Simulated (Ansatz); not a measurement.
# AlH₃: what the fields show

```xyz
4

Al    0.0000    0.0000    0.0000
H     0.0000    0.0000    1.5843
H     1.3720    0.0000   -0.7921
H    -1.3720    0.0000   -0.7921
```

Method: RKS r2SCAN-D4/def2-TZVP in Ansatz 0.2.0.

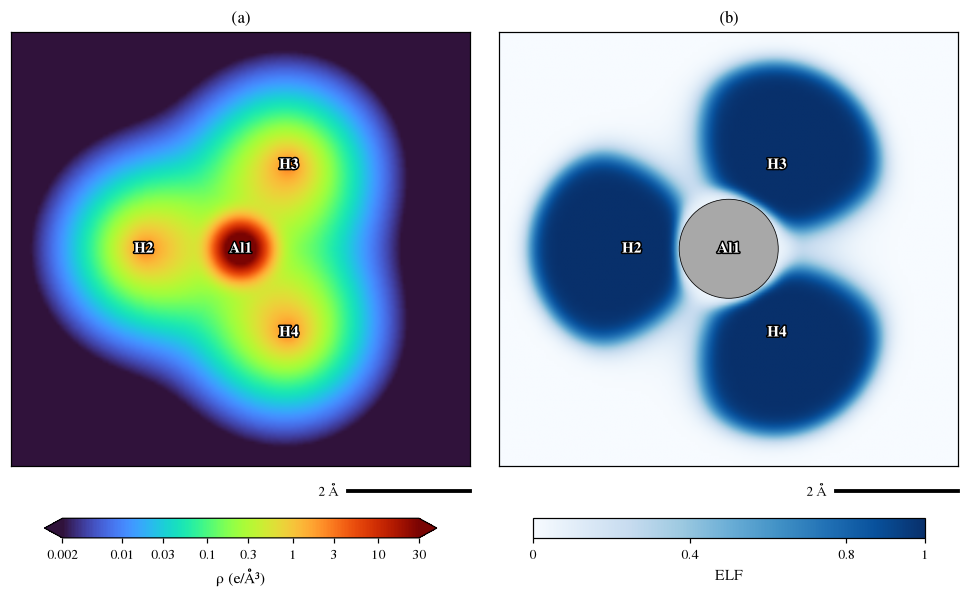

Figure 1. (a) electron density; (b) electron localisation function on the molecular plane. Grey discs cover the atomic cores in the ELF map.

What do the fields say about this system?

The section cuts through Al and H sites.
Al–H (1.58 Å): ρ is about 0.55 e/Å³ halfway; the ELF climbs to about 1 towards the hydrogen.

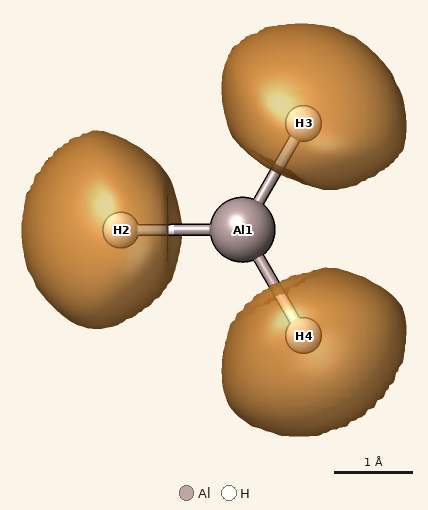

Figure 2. Isosurface of the ELF at 0.9 (orange), seen across its widest extent. Only the valence region is drawn (cores and ρ < 0.01 e/Å³ removed).

Where are the electrons localised?

At this value the surface marks out three regions around hydrogen nuclei.

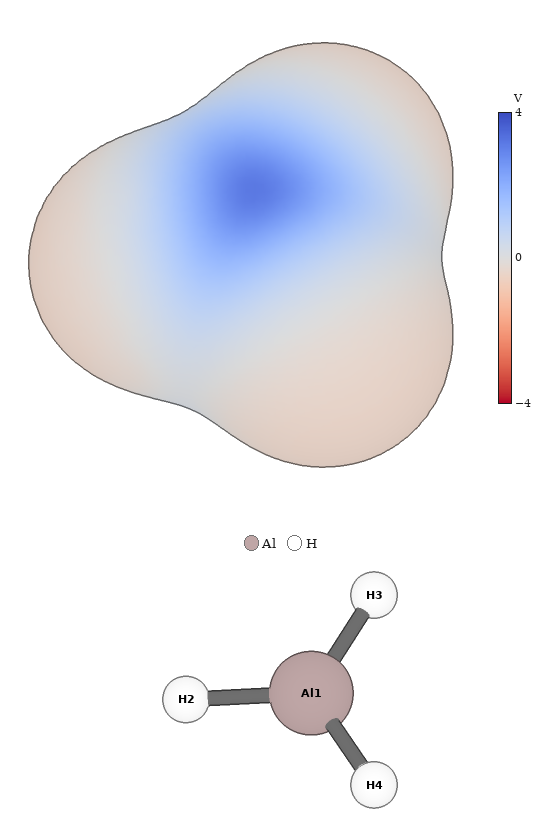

Figure 3. The molecular electrostatic potential painted on the density surface at 0.001 e/bohr³, seen at a tilt; the colour scale runs from red (negative) to blue (positive). The bare structure is drawn below in the same view.

Where is the surface potential most negative and most positive?

The most negative region (about −0.4 V, or −9 kcal/mol for a unit charge) lies over H2, H3 and H4, the most positive (about +3.1 V, or +71 kcal/mol for a unit charge) over Al1.
